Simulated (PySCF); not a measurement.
# C2H6OSi2: NMR shielding calculation

System: C2H6OSi2, SMILES O[SiH2]C#C[SiH3].
Method: GIAO PBE0/pcSseg-2 NMR shielding, non-relativistic, gas phase (PySCF 2.14.0).

The geometry comes from this level: PBE0-D3(BJ)/def2-SVP. Figures and captions count atoms from 1; the log counts them from 0 in places.

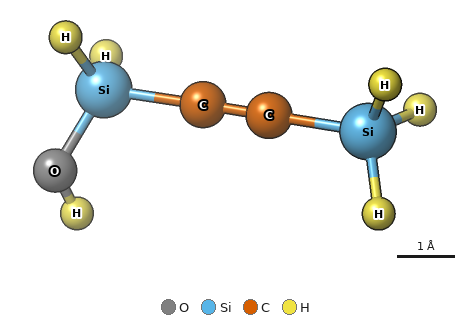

**Figure 1.** The structure as given in the input (ball-and-stick view, seen at a tilt).

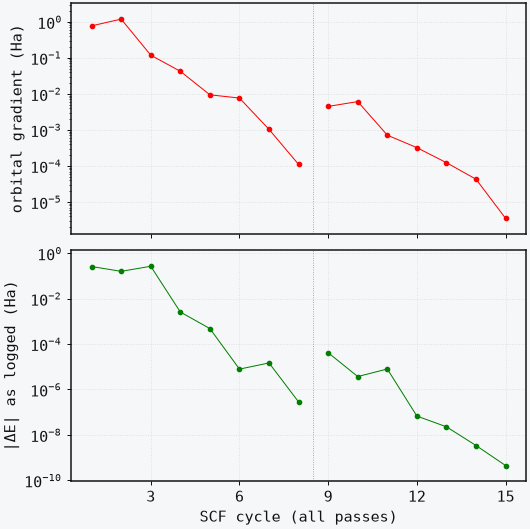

**Figure 2.** Convergence of the self-consistent field: orbital gradient and size of the energy change against the SCF cycle. The dotted line marks the change from a coarse to the final integration grid. The first 8 cycles use a coarse grid, the final grid takes over at cycle 9, and the field converges after 15 cycles in all.

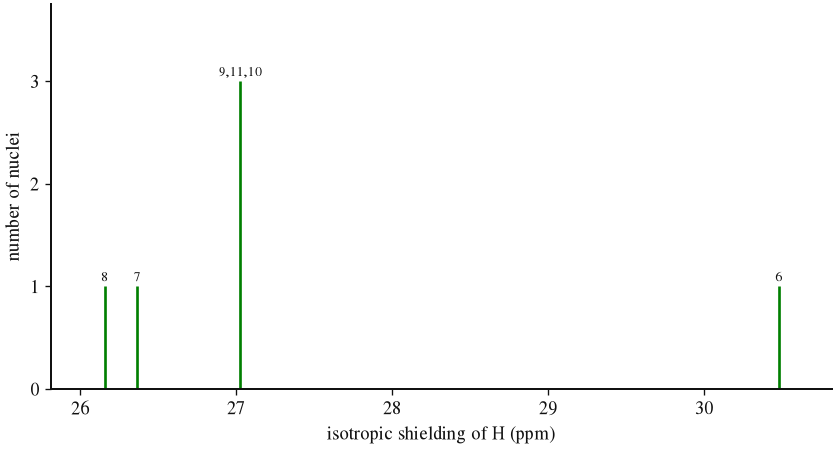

**Figure 3.** Isotropic shieldings of the hydrogen nuclei in this fixed geometry, labelled by atom number; shielding grows to the right, so chemical shift grows to the left. The least shielded is H8 (26.2 ppm), the most shielded H6 (30.5 ppm).

The input that produced these results follows, with the program's output.

Input:
```
{"job": {"kind": "nmr", "xc": "PBE0", "basis": "pcSseg-2", "pop": false}, "charge": 0, "multiplicity": 1}
O     -2.959033     0.727589     0.524405
Si    -2.103357    -0.029340    -0.681090
C     -0.302486    -0.045515    -0.299083
C      0.892151    -0.062951    -0.028232
Si     2.683471    -0.083234     0.374035
H     -2.803172     0.426711     1.424257
H     -2.341998     0.755267    -1.917689
H     -2.523242    -1.449597    -0.864922
H      2.898365     0.589121     1.688052
H      3.158711    -1.494732     0.453193
H      3.438635     0.640890    -0.688391
```

The first line tells a small driver script what to run in PySCF; the rest is the geometry in Å.

Launch command:
```bash
OMP_NUM_THREADS=1 python <driver script> task.json out
```

What the program printed:
```
coarse grid: 10232 points
cycle   1  E = -733.5714123173  dE =  2.593e-01  |g| = 7.716e-01  |ddm| = 2.681e+00
cycle   2  E = -733.4125324591  dE =  1.589e-01  |g| = 1.188e+00  |ddm| = 1.646e+00
cycle   3  E = -733.6786045683  dE = -2.661e-01  |g| = 1.187e-01  |ddm| = 9.557e-01
cycle   4  E = -733.6811792835  dE = -2.575e-03  |g| = 4.236e-02  |ddm| = 1.694e-01
cycle   5  E = -733.6816589716  dE = -4.797e-04  |g| = 9.418e-03  |ddm| = 8.292e-02
cycle   6  E = -733.6816668255  dE = -7.854e-06  |g| = 7.649e-03  |ddm| = 1.171e-02
cycle   7  E = -733.6816815274  dE = -1.470e-05  |g| = 1.035e-03  |ddm| = 5.792e-03
cycle   8  E = -733.6816818090  dE = -2.816e-07  |g| = 1.101e-04  |ddm| = 1.081e-03
final grid: 89712 points
cycle   9  E = -733.6879663597  dE = -4.149e-05  |g| = 4.486e-03  |ddm| = 3.335e-02
cycle  10  E = -733.6879626690  dE =  3.691e-06  |g| = 6.106e-03  |ddm| = 1.283e-02
cycle  11  E = -733.6879706358  dE = -7.967e-06  |g| = 7.150e-04  |ddm| = 6.261e-03
cycle  12  E = -733.6879707030  dE = -6.715e-08  |g| = 3.216e-04  |ddm| = 1.240e-03
cycle  13  E = -733.6879707256  dE = -2.263e-08  |g| = 1.230e-04  |ddm| = 3.613e-04
cycle  14  E = -733.6879707290  dE = -3.392e-09  |g| = 4.281e-05  |ddm| = 1.107e-04
cycle  15  E = -733.6879707295  dE = -4.441e-10  |g| = 3.503e-06  |ddm| = 3.365e-05
converged SCF energy = -733.6879707295

GIAO shielding tensors (ppm)
atom      isotropic    diamagn.    paramagn.     s11        s22        s33       span
  0 O      302.931     383.749     -80.818    281.529    299.442    327.822     46.293
  1 Si     390.587     876.433    -485.846    342.694    374.068    455.000    112.306
  2 C       59.487     261.609    -202.122    -46.476    -38.130    263.068    309.545
  3 C       68.862     260.111    -191.249    -26.478    -20.199    253.265    279.743
  4 Si     438.533     878.565    -440.033    430.604    431.828    453.166     22.561
  5 H       30.478      32.300      -1.822     22.766     26.020     42.650     19.884
  6 H       26.367      28.754      -2.387     23.411     25.012     30.677      7.266
  7 H       26.157      29.061      -2.904     22.981     24.953     30.537      7.555
  8 H       27.013      29.126      -2.114     23.919     25.548     31.572      7.653
  9 H       27.041      28.856      -1.815     23.909     25.484     31.730      7.821
 10 H       27.025      28.708      -1.682     23.887     25.453     31.737      7.850
```

Key numbers:

```json
{"quantity": "outcome", "value": "converged"}
{"quantity": "total energy", "value": "−733.687971 hartree"}
{"quantity": "HOMO", "value": "−8.20 eV"}
{"quantity": "LUMO", "value": "−1.11 eV"}
{"quantity": "dipole moment", "value": "1.42 D"}
{"quantity": "isotropic shielding, O", "value": "302.9 ppm"}
{"quantity": "isotropic shielding, Si", "value": "390.6 to 438.5 ppm"}
{"quantity": "isotropic shielding, C", "value": "59.5 to 68.9 ppm"}
{"quantity": "isotropic shielding, H", "value": "26.2 to 30.5 ppm"}
{"quantity": "hardware", "value": "1 CPU thread, shared host"}
{"quantity": "wall time", "value": "29 s"}
{"quantity": "peak memory", "value": "1.1 GiB"}
```
